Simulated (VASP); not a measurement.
Band structure of GdSe (space group Fm-3m). Calculation: PBEsol GGA, VASP's PBE PAW potentials (set 64) (plane waves; VASP).

The moments were started parallel, and other spin orders were not tried in this run.

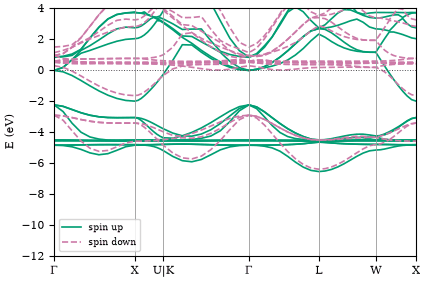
Bands along high-symmetry lines, zero at the valence-band maximum or, without a gap, the Fermi level

Q: Read the plot: is there a gap, and where are the band edges?

A: It has no gap at this level: it comes out as a metal or semimetal.

The structure comes from a measured GdSe entry of the Crystallography Open Database, whose conditions weren't checked. The cell was not relaxed at this level. The k-mesh is coarse (spacing up to 0.38 per Å, 2π included), so the numbers may not be converged in it.
